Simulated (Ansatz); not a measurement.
**Sn wire along [111], 38 atoms a period, H-terminated: bands by functional**

Aim: is the Sn wire along [111], 38 atoms a period, H-terminated a metal or a semiconductor?

Calculated with Ansatz 0.2.0; DFT PBE, plane waves, PAW; relaxation of a wire's period; PAW set soft_1, in the first sound run; inputs show where later runs differ.

**1. Starting point**

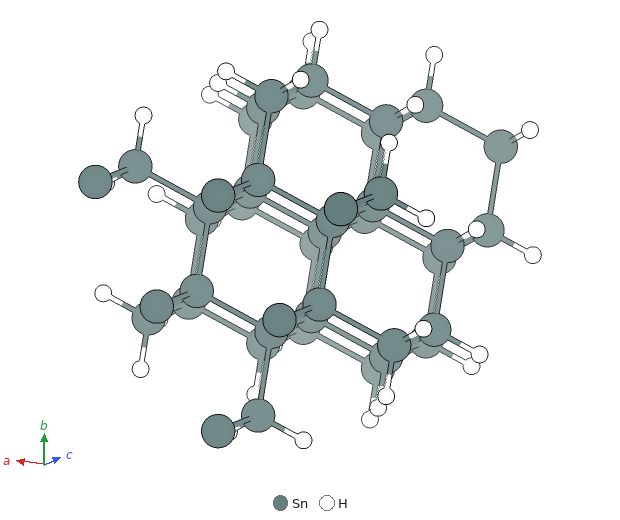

The starting structure, seen at a slant to the c axis (tin teal, hydrogen white). Some periodic images of atoms are drawn too.

The cell holds 68 atoms: 38 Sn and 30 H. Its edges and angles: a = 19.062 Å, b = 20.959 Å, c = 11.518 Å, α = 90.0°, β = 90.0°, γ = 90.0°. Vacuum lies along a and b. The structure's axis is c.

**2. Relaxation of atoms and period**

Band widths follow the bond lengths, so the wire is relaxed first. The atoms and the third cell vector are free; the box across stays fixed as vacuum. A Fermi-Dirac smearing is set since the result may be a metal. The pressure printed is a third of the stress's trace over the whole box, vacuum included; only the stress along the axis is relaxed.

input.yaml reads:

```yaml
crystal:
  lattice:
    - [19.062, 0.0, 0.0]
    - [0.0, 20.959, 0.0]
    - [0.0, 0.0, 11.5181378703]
  atoms:
    - { symbol: Sn, position: [0.253324363, 0.629537154, 0.0] }
    - { symbol: Sn, position: [0.376665568, 0.435239874, 0.0] }
    - { symbol: Sn, position: [0.500006773, 0.629537154, 0.0] }
    - { symbol: Sn, position: [0.253324363, 0.629537154, 0.25] }
    - { symbol: Sn, position: [0.376665568, 0.435239874, 0.25] }
    - { symbol: Sn, position: [0.500006773, 0.240942594, 0.25] }
    - { symbol: Sn, position: [0.500006773, 0.629537154, 0.25] }
    - { symbol: Sn, position: [0.623347978, 0.435239874, 0.25] }
    - { symbol: Sn, position: [0.746689183, 0.629537154, 0.25] }
    - { symbol: H, position: [0.178365334, 0.409834671, 0.282688573] }
    - { symbol: H, position: [0.253324363, 0.291753, 0.282688573] }
    - { symbol: H, position: [0.425047744, 0.798429231, 0.282688573] }
    - { symbol: H, position: [0.574965803, 0.798429231, 0.282688573] }
    - { symbol: H, position: [0.746689183, 0.291753, 0.282688573] }
    - { symbol: H, position: [0.821648212, 0.409834671, 0.282688573] }
    - { symbol: H, position: [0.178365334, 0.590176597, 0.30064476] }
    - { symbol: H, position: [0.253324363, 0.708258268, 0.30064476] }
    - { symbol: H, position: [0.425047744, 0.201582037, 0.30064476] }
    - { symbol: H, position: [0.574965803, 0.201582037, 0.30064476] }
    - { symbol: H, position: [0.746689183, 0.708258268, 0.30064476] }
    - { symbol: H, position: [0.821648212, 0.590176597, 0.30064476] }
    - { symbol: Sn, position: [0.253324363, 0.370474114, 0.333333333] }
    - { symbol: Sn, position: [0.376665568, 0.564771394, 0.333333333] }
    - { symbol: Sn, position: [0.500006773, 0.370474114, 0.333333333] }
    - { symbol: Sn, position: [0.500006773, 0.759068675, 0.333333333] }
    - { symbol: Sn, position: [0.623347978, 0.564771394, 0.333333333] }
    - { symbol: Sn, position: [0.746689183, 0.370474114, 0.333333333] }
    - { symbol: Sn, position: [0.253324363, 0.370474114, 0.583333333] }
    - { symbol: Sn, position: [0.376665568, 0.564771394, 0.583333333] }
    - { symbol: Sn, position: [0.500006773, 0.370474114, 0.583333333] }
    - { symbol: Sn, position: [0.500006773, 0.759068675, 0.583333333] }
    - { symbol: Sn, position: [0.623347978, 0.564771394, 0.583333333] }
    - { symbol: Sn, position: [0.746689183, 0.370474114, 0.583333333] }
    - { symbol: H, position: [0.178365334, 0.539366191, 0.616021906] }
    - { symbol: H, position: [0.301706539, 0.733663471, 0.616021906] }
    - { symbol: H, position: [0.376665568, 0.22698724, 0.616021906] }
    - { symbol: H, position: [0.623347978, 0.22698724, 0.616021906] }
    - { symbol: H, position: [0.698307007, 0.733663471, 0.616021906] }
    - { symbol: H, position: [0.821648212, 0.539366191, 0.616021906] }
    - { symbol: H, position: [0.178365334, 0.331113557, 0.633978094] }
    - { symbol: H, position: [0.500006773, 0.837789788, 0.633978094] }
    - { symbol: H, position: [0.821648212, 0.331113557, 0.633978094] }
    - { symbol: Sn, position: [0.253324363, 0.500005634, 0.666666667] }
    - { symbol: Sn, position: [0.376665568, 0.305708354, 0.666666667] }
    - { symbol: Sn, position: [0.376665568, 0.694302914, 0.666666667] }
    - { symbol: Sn, position: [0.500006773, 0.500005634, 0.666666667] }
    - { symbol: Sn, position: [0.623347978, 0.694302914, 0.666666667] }
    - { symbol: Sn, position: [0.623347978, 0.305708354, 0.666666667] }
    - { symbol: Sn, position: [0.746689183, 0.500005634, 0.666666667] }
    - { symbol: Sn, position: [0.253324363, 0.500005634, 0.916666667] }
    - { symbol: Sn, position: [0.376665568, 0.305708354, 0.916666667] }
    - { symbol: Sn, position: [0.376665568, 0.694302914, 0.916666667] }
    - { symbol: Sn, position: [0.500006773, 0.500005634, 0.916666667] }
    - { symbol: Sn, position: [0.623347978, 0.694302914, 0.916666667] }
    - { symbol: Sn, position: [0.623347978, 0.305708354, 0.916666667] }
    - { symbol: Sn, position: [0.746689183, 0.500005634, 0.916666667] }
    - { symbol: H, position: [0.178365334, 0.668897711, 0.94935524] }
    - { symbol: H, position: [0.500006773, 0.16222148, 0.94935524] }
    - { symbol: H, position: [0.821648212, 0.668897711, 0.94935524] }
    - { symbol: H, position: [0.178365334, 0.460645077, 0.967311427] }
    - { symbol: H, position: [0.301706539, 0.266347797, 0.967311427] }
    - { symbol: H, position: [0.376665568, 0.773024028, 0.967311427] }
    - { symbol: H, position: [0.623347978, 0.773024028, 0.967311427] }
    - { symbol: H, position: [0.698307007, 0.266347797, 0.967311427] }
    - { symbol: H, position: [0.821648212, 0.460645077, 0.967311427] }
    - { symbol: Sn, position: [0.500006773, 0.240942594, 0.0] }
    - { symbol: Sn, position: [0.623347978, 0.435239874, 0.0] }
    - { symbol: Sn, position: [0.746689183, 0.629537154, 0.0] }
kpoints:
  mp_grid: { grid: [1, 1, 7] }
scf:
  occupations: { method: fermi_dirac, width: 0.05 }
hamiltonian:
  xc: pbe
  pseudopotentials: { kind: paw, azcp: { folder: soft_1 } }
relax:
  cell: { fix: [a, b, alpha, beta, gamma] }
  max_steps: 45
  f_tol: 0.03
```

Started as:

```
> ansatz run input.yaml --threads 4 --pin off --max-ram 16384MiB --backend cpu --events-out ev --progress --plain --runs-dir out
```

Numbers of over 12 decimals in the logs are rounded to 6 here.

Log:

```text
Engine: ansatz 0.2.0, x86_64-unknown-linux-gnu
Pseudopotentials: kind: paw
Pseudopotential: Sn, paw, valence charge 14, recommended cutoff 420 eV (normal), soft_1/Sn.paw.azcp
Pseudopotential: H, paw, valence charge 1, recommended cutoff 420 eV (normal), soft_1/H.paw.azcp
Functional definition: PBE
  parameter kappa = 0.804
  parameter beta = 0.066725
  exchange = pbe_x(kappa = kappa, mu = beta*pi^2/3)
  correlation = pbe_c(beta = beta)
Crystal: 68 atoms, lattice volume = 4601.732 Å³
Basis set: ecut = 420 eV, 89847 PW (Γ), exchange–correlation on 256×288×160 points (8 copies of the dense FFT grid, shifted against one another)
Bands: 349, of which v1, the nominal top of the filled ones, is band 281 counted from 1 (280 counted from 0)
Symmetry: 4 space group operations
Space group: P2/m (ITA 10), of the structure as read, at distance tolerance 1.7e-4 Å
k-points: 4 of 7
Non-local potential: Sn, projectors of the file, l = 0: 2, l = 1: 2, l = 2: 2, l = 3: 1
Non-local potential: H, projectors of the file, l = 0: 2, l = 1: 1
PAW form: soft (Blöchl's): semilocal exchange-correlation on the pseudo side does not see the compensation charge
PAW one-centre angular grid: Sn, 590 points (default); XC on 64 Gauss nodes
PAW one-centre angular grid: H, 110 points (default); XC on 64 Gauss nodes
Initial density: superposition of atomic densities (neutral atoms: chi_scale 0, normalization atom)
Initial wavefunctions: pseudopotential atomic-orbital guess
Functional: x = pbe(κ = 0.804, μ = 0.219515), c = pbe(β = 0.066725)
SCF iter   1: F=—  HF=-229394.380835 eV  |F-HF|=—  |Δ(HF+E_count)|=         —  Δρ=2.53e-2  dr2=3.12e1  ethr=3.10e-3  ⟨swp⟩=6.8  Hψ=6167  notcnv=0  defer=81
preconditioner: auto → Resta (q_TF=auto, 1.922 Å⁻¹)  ε∞=1.9  [insulator: Δε(μ)=0.805 eV  Ē_g=7.691 eV  σ=0.050 eV  W_gap=1.00  n_scr=564 (ndim 8)  ℏωp=7.4 eV  f_vac=0.574  D(μ)=0.00/eV (n_scr^D=0)  ε∞_Penn≈1.9  vacuum switching on, ρ_ref=4.3e-3 e/Å³]
SCF iter   2: F=—  HF=-229387.207711 eV  |F-HF|=—  |Δ(HF+E_count)|=    7.17e0  Δρ=9.65e-3  dr2=6.84e0  ethr=3.10e-3  ⟨swp⟩=3.0  Hψ=1986  notcnv=0  defer=219
SCF iter   3: F=—  HF=-229386.327019 eV  |F-HF|=—  |Δ(HF+E_count)|=   8.81e-1  Δρ=4.25e-3  dr2=3.79e0  ethr=1.22e-3  ⟨swp⟩=3.5  Hψ=1917  notcnv=0  defer=225
SCF iter   4: F=—  HF=-229385.781249 eV  |F-HF|=—  |Δ(HF+E_count)|=   5.46e-1  Δρ=1.26e-3  dr2=2.03e-1  ethr=6.74e-4  ⟨swp⟩=4.0  Hψ=1924  notcnv=0  defer=227
SCF iter   5: F=—  HF=-229385.785347 eV  |F-HF|=—  |Δ(HF+E_count)|=   4.10e-3  Δρ=4.81e-4  dr2=1.22e-2  ethr=3.62e-5  ⟨swp⟩=3.0  Hψ=1908  notcnv=0  defer=213
SCF iter   6: F=—  HF=-229385.792847 eV  |F-HF|=—  |Δ(HF+E_count)|=   7.50e-3  Δρ=1.70e-4  dr2=3.45e-3  ethr=2.17e-6  ⟨swp⟩=2.0  Hψ=1547  notcnv=0  defer=213
SCF iter   7: F=—  HF=-229385.793970 eV  |F-HF|=—  |Δ(HF+E_count)|=   1.12e-3  Δρ=6.25e-5  dr2=9.66e-4  ethr=6.14e-7  ⟨swp⟩=2.0  Hψ=1547  notcnv=0  defer=213
SCF iter   8: F=—  HF=-229385.794029 eV  |F-HF|=—  |Δ(HF+E_count)|=   5.87e-5  Δρ=1.99e-5  dr2=2.95e-5  ethr=1.72e-7  ⟨swp⟩=2.0  Hψ=1444  notcnv=0  defer=213
SCF iter   9: F=—  HF=-229385.793866 eV  |F-HF|=—  |Δ(HF+E_count)|=   1.63e-4  Δρ=7.58e-6  dr2=5.26e-6  ethr=5.25e-9  ⟨swp⟩=3.0  Hψ=2826  notcnv=0  defer=213
SCF iter  10: F=—  HF=-229385.793872 eV  |F-HF|=—  |Δ(HF+E_count)|=   5.64e-6  Δρ=2.63e-6  dr2=4.41e-7  ethr=9.36e-10  ⟨swp⟩=3.0  Hψ=2669  notcnv=0  defer=213
SCF iter  11: F=-229385.793873 eV  HF=-229385.793873 eV  |F-HF|=4.66e-10  |Δ(HF+E_count)|=   1.02e-6  Δρ=7.42e-7  dr2=6.79e-8  ethr=1.78e-11  ⟨swp⟩=5.0  Hψ=4383  notcnv=0
SCF 1 converged in 11 iterations: F = -229385.793873 eV  dr2 = 6.79e-8
  greatest PAW one-centre occupation: 0.991 electrons in one spin orbital (limit 2), on the Sn atom at site 21 (counted from 0), in its partial waves of l = 2
relax step   1: F+E_penalty+E_count = -229385.79387309 eV  Δ(F+E_penalty+E_count) = +0.000e0 eV  max|allowed force component| = 1.989e-1 eV/Å  Δτ_max = 0.0000 Å  P = -0.363 GPa  Ω = 4601.732 Å³  fix = [a, b, alpha, beta, gamma]  reactions: a -0.409, b -0.410 GPa; alpha -0.000 GPa/rad  (11 SCF iters, dr2 threshold 1.00e-7 eV, accepted)
Crystal: 68 atoms, lattice volume = 4566.738 Å³
Basis set: ecut = 420 eV, 89159 PW (Γ), exchange–correlation on 256×288×160 points (8 copies of the dense FFT grid, shifted against one another)
Initial density: handed on by an earlier stage of this run
Initial wavefunctions: those handed on with the density
iter 1 solved again at ethr=2.85e-4 eV; its pass at ethr=3.10e-3 eV (dr2=1.60e0 eV) is discarded
SCF iter   1: F=—  HF=-229385.093745 eV  |F-HF|=—  |Δ(HF+E_count)|=         —  Δρ=6.76e-3  dr2=1.60e0  ethr=2.85e-4  ⟨swp⟩=7.5  Hψ=7268  notcnv=0  defer=2
preconditioner: auto → Resta (q_TF=auto, 1.924 Å⁻¹)  ε∞=1.5  [insulator: Δε(μ)=1.335 eV  Ē_g=19.032 eV  σ=0.050 eV  W_gap=1.00  n_scr=564 (ndim 8)  ℏωp=13.0 eV  f_vac=0.629  D(μ)=0.00/eV (n_scr^D=0)  ε∞_Penn≈1.5  vacuum switching on, ρ_ref=2.6e-2 e/Å³]
SCF iter   2: F=—  HF=-229384.904880 eV  |F-HF|=—  |Δ(HF+E_count)|=   1.89e-1  Δρ=3.16e-3  dr2=4.79e-1  ethr=2.84e-4  ⟨swp⟩=6.8  Hψ=2312  notcnv=0  defer=52
SCF iter   3: F=—  HF=-229384.939245 eV  |F-HF|=—  |Δ(HF+E_count)|=   3.44e-2  Δρ=1.81e-3  dr2=5.98e-1  ethr=8.53e-5  ⟨swp⟩=4.8  Hψ=2991  notcnv=0  defer=204
SCF iter   4: F=—  HF=-229384.852278 eV  |F-HF|=—  |Δ(HF+E_count)|=   8.70e-2  Δρ=2.93e-4  dr2=6.03e-3  ethr=8.53e-5  ⟨swp⟩=3.8  Hψ=1612  notcnv=0  defer=204
SCF iter   5: F=—  HF=-229384.853063 eV  |F-HF|=—  |Δ(HF+E_count)|=   7.85e-4  Δρ=1.22e-4  dr2=2.96e-3  ethr=1.07e-6  ⟨swp⟩=2.8  Hψ=2198  notcnv=0  defer=204
SCF iter   6: F=—  HF=-229384.852703 eV  |F-HF|=—  |Δ(HF+E_count)|=   3.59e-4  Δρ=5.56e-5  dr2=1.80e-4  ethr=5.26e-7  ⟨swp⟩=2.0  Hψ=1439  notcnv=0  defer=204
SCF iter   7: F=—  HF=-229384.852572 eV  |F-HF|=—  |Δ(HF+E_count)|=   1.31e-4  Δρ=2.09e-5  dr2=2.46e-5  ethr=3.20e-8  ⟨swp⟩=2.0  Hψ=1756  notcnv=0  defer=204
SCF iter   8: F=-229384.852580 eV  HF=-229384.852579 eV  |F-HF|=2.74e-7  |Δ(HF+E_count)|=   7.52e-6  Δρ=6.44e-6  dr2=1.81e-6  ethr=4.40e-10  ⟨swp⟩=4.0  Hψ=5413  notcnv=0
SCF 2 converged in 8 iterations: F = -229384.852580 eV  dr2 = 1.81e-6
  greatest PAW one-centre occupation: 0.990 electrons in one spin orbital (limit 2), on the Sn atom at site 66 (counted from 0), in its partial waves of l = 2
[...]
--- Forces (eV/Å), atoms counted from 1 ---
  atom   1  Sn    -0.00541309     0.00313450     0.00164791
  atom   2  Sn    -0.00880267    -0.00506019    -0.00568099
  atom   3  Sn     0.00000000     0.01014267    -0.00566394
  atom   4  Sn     0.02010639    -0.01157177    -0.01761473
  atom   5  Sn    -0.01484721    -0.00856734    -0.00190926
  atom   6  Sn     0.00000000     0.02310292    -0.01762167
  atom   7  Sn     0.00000000     0.01712320    -0.00194385
  atom   8  Sn     0.01484721    -0.00856734    -0.00190926
  atom   9  Sn    -0.02010639    -0.01157177    -0.01761473
  atom  10  H      0.00393695    -0.00044110    -0.01092159
  atom  11  H      0.00156878     0.00366474    -0.01082223
  atom  12  H      0.00235235    -0.00318949    -0.01077846
  atom  13  H     -0.00235235    -0.00318949    -0.01077846
  atom  14  H     -0.00156878     0.00366474    -0.01082223
  atom  15  H     -0.00393695    -0.00044110    -0.01092159
  atom  16  H      0.00393695     0.00044110     0.01092159
  atom  17  H      0.00156878    -0.00366474     0.01082223
  atom  18  H      0.00235235     0.00318949     0.01077846
  atom  19  H     -0.00235235     0.00318949     0.01077846
  atom  20  H     -0.00156878    -0.00366474     0.01082223
  atom  21  H     -0.00393695     0.00044110     0.01092159
  atom  22  Sn     0.02010639     0.01157177     0.01761473
  atom  23  Sn    -0.01484721     0.00856734     0.00190926
  atom  24  Sn     0.00000000    -0.01712320     0.00194385
  atom  25  Sn     0.00000000    -0.02310292     0.01762167
  atom  26  Sn     0.01484721     0.00856734     0.00190926
  atom  27  Sn    -0.02010639     0.01157177     0.01761473
  atom  28  Sn    -0.00541309    -0.00313450    -0.00164791
  atom  29  Sn    -0.00880267     0.00506019     0.00568099
  atom  30  Sn     0.00000000    -0.01014267     0.00566394
  atom  31  Sn     0.00000000     0.00602601    -0.00182981
  atom  32  Sn     0.00880267     0.00506019     0.00568099
  atom  33  Sn     0.00541309    -0.00313450    -0.00164791
  atom  34  H     -0.00034466     0.00785510    -0.00568581
  atom  35  H     -0.00703652    -0.00358480    -0.00565669
  atom  36  H      0.00662083    -0.00423123    -0.00559038
  atom  37  H     -0.00662083    -0.00423123    -0.00559038
  atom  38  H      0.00703652    -0.00358480    -0.00565669
  atom  39  H      0.00034466     0.00785510    -0.00568581
  atom  40  H      0.01958358     0.01127559    -0.00761228
[...]
atom  57  H      0.01958358    -0.01127559     0.00761228
  atom  58  H      0.00000000     0.02236514     0.00757515
  atom  59  H     -0.01958358    -0.01127559     0.00761228
  atom  60  H     -0.00034466    -0.00785510     0.00568581
  atom  61  H     -0.00703652     0.00358480     0.00565669
  atom  62  H      0.00662083     0.00423123     0.00559038
  atom  63  H     -0.00662083     0.00423123     0.00559038
  atom  64  H      0.00703652     0.00358480     0.00565669
  atom  65  H      0.00034466    -0.00785510     0.00568581
  atom  66  Sn     0.00000000    -0.00602601     0.00182981
  atom  67  Sn     0.00880267    -0.00506019    -0.00568099
  atom  68  Sn     0.00541309     0.00313450     0.00164791
  max |Σ_I F_I| component: 1.26e-17 eV/Å
--- Stress (GPa, compression-positive) ---
       -0.036516      -0.000000      -0.000000
       -0.000000      -0.037719      -0.000040
       -0.000000      -0.000040      -0.021859
  P = ⅓ Tr σ = -0.0320 GPa (-0.320 kbar)
--- Relaxed structure (4 steps of the walk, 3 accepted, 1 SCFs on fresh bases) ---
  F+E_penalty+E_count = -229386.01732316 eV   max|allowed force component| = 2.310e-2 eV/Å   (the final SCF, on the basis selected at the relaxed cell)
  cell:  # Å, volume = 4606.8894 Å³
    - [19.062, 0, 0]
    - [0, 20.959, 0]
    - [0, 0, 11.531048]
  atoms:
    - { symbol: Sn, position: [0.255947, 0.628156, 0.00107365] }
    - { symbol: Sn, position: [0.377368, 0.435600, 0.00029925] }
    - { symbol: Sn, position: [0.5, 0.628790, 0.000293975] }
    - { symbol: Sn, position: [0.256159, 0.628045, 0.247251] }
    - { symbol: Sn, position: [0.377580, 0.435717, 0.249634] }
    - { symbol: Sn, position: [0.5, 0.243913, 0.247260] }
    - { symbol: Sn, position: [0.5, 0.628566, 0.249630] }
    - { symbol: Sn, position: [0.622420, 0.435717, 0.249634] }
    - { symbol: Sn, position: [0.743841, 0.628045, 0.247251] }
    - { symbol: H, position: [0.180815, 0.409067, 0.285644] }
    - { symbol: H, position: [0.253834, 0.294057, 0.285629] }
    - { symbol: H, position: [0.426990, 0.796867, 0.285605] }
    - { symbol: H, position: [0.573010, 0.796867, 0.285605] }
    - { symbol: H, position: [0.746166, 0.294057, 0.285629] }
    - { symbol: H, position: [0.819185, 0.409067, 0.285644] }
    - { symbol: H, position: [0.180815, 0.590933, 0.297689] }
    - { symbol: H, position: [0.253834, 0.705943, 0.297704] }
    - { symbol: H, position: [0.426990, 0.203133, 0.297729] }
    - { symbol: H, position: [0.573010, 0.203133, 0.297729] }
    - { symbol: H, position: [0.746166, 0.705943, 0.297704] }
    - { symbol: H, position: [0.819185, 0.590933, 0.297689] }
    - { symbol: Sn, position: [0.256159, 0.371955, 0.336082] }
    - { symbol: Sn, position: [0.377580, 0.564283, 0.333699] }
    - { symbol: Sn, position: [0.5, 0.371434, 0.333703] }
    - { symbol: Sn, position: [0.5, 0.756087, 0.336073] }
    - { symbol: Sn, position: [0.622420, 0.564283, 0.333699] }
    - { symbol: Sn, position: [0.743841, 0.371955, 0.336082] }
    - { symbol: Sn, position: [0.255947, 0.371844, 0.582260] }
    - { symbol: Sn, position: [0.377368, 0.564400, 0.583034] }
    - { symbol: Sn, position: [0.5, 0.371210, 0.583039] }
    - { symbol: Sn, position: [0.5, 0.756322, 0.582254] }
    - { symbol: Sn, position: [0.622632, 0.564400, 0.583034] }
    - { symbol: Sn, position: [0.744053, 0.371844, 0.582260] }
    - { symbol: H, position: [0.181821, 0.537951, 0.619045] }
    - { symbol: H, position: [0.304763, 0.731634, 0.619024] }
    - { symbol: H, position: [0.377061, 0.230407, 0.619019] }
    - { symbol: H, position: [0.622939, 0.230407, 0.619019] }
    - { symbol: H, position: [0.695237, 0.731634, 0.619024] }
    - { symbol: H, position: [0.818179, 0.537951, 0.619045] }
    - { symbol: H, position: [0.181323, 0.332675, 0.632951] }
    - { symbol: H, position: [0.5, 0.834679, 0.632957] }
    - { symbol: H, position: [0.818677, 0.332675, 0.632951] }
    - { symbol: Sn, position: [0.256681, 0.498787, 0.668326] }
    - { symbol: Sn, position: [0.377183, 0.308946, 0.668331] }
    - { symbol: Sn, position: [0.379491, 0.692270, 0.668319] }
    - { symbol: Sn, position: [0.5, 0.500002, 0.666510] }
    - { symbol: Sn, position: [0.620509, 0.692270, 0.668319] }
    - { symbol: Sn, position: [0.622817, 0.308946, 0.668331] }
    - { symbol: Sn, position: [0.743319, 0.498787, 0.668326] }
    - { symbol: Sn, position: [0.256681, 0.501213, 0.915007] }
    - { symbol: Sn, position: [0.379491, 0.307730, 0.915015] }
    - { symbol: Sn, position: [0.377183, 0.691054, 0.915003] }
    - { symbol: Sn, position: [0.5, 0.499998, 0.916823] }
    - { symbol: Sn, position: [0.622817, 0.691054, 0.915003] }
    - { symbol: Sn, position: [0.620509, 0.307730, 0.915015] }
    - { symbol: Sn, position: [0.743319, 0.501213, 0.915007] }
    - { symbol: H, position: [0.181323, 0.667325, 0.950383] }
    - { symbol: H, position: [0.5, 0.165321, 0.950376] }
    - { symbol: H, position: [0.818677, 0.667325, 0.950383] }
    - { symbol: H, position: [0.181821, 0.462049, 0.964289] }
    - { symbol: H, position: [0.304763, 0.268366, 0.964310] }
    - { symbol: H, position: [0.377061, 0.769593, 0.964314] }
    - { symbol: H, position: [0.622939, 0.769593, 0.964314] }
    - { symbol: H, position: [0.695237, 0.268366, 0.964310] }
    - { symbol: H, position: [0.818179, 0.462049, 0.964289] }
    - { symbol: Sn, position: [0.5, 0.243678, 0.00107893] }
    - { symbol: Sn, position: [0.622632, 0.435600, 0.00029925] }
    - { symbol: Sn, position: [0.744053, 0.628156, 0.00107365] }
[key lines of the parts left out:]
SCF converged after 6 iterations
Free energy (F): -229386.017323 eV
Fermi energy:    -0.809739 eV
```

The job ended after 9.9 min (4 threads of Intel Xeon Platinum 8375C at 2.90GHz (Ice Lake), shared host; peak memory 9.3 GiB; 37 min of CPU time).

(Part 1 of 2 ends here.)

[Logs are printed without paths, hosts, clocks, repeated set-up lines and the standing remarks that a program may print on its own settings, such as how far it seeks lower states.]

[Hosts, paths, dates, database ids (printed as entryN), source tags and the programs' standing remarks are cut or masked in the printed files.]
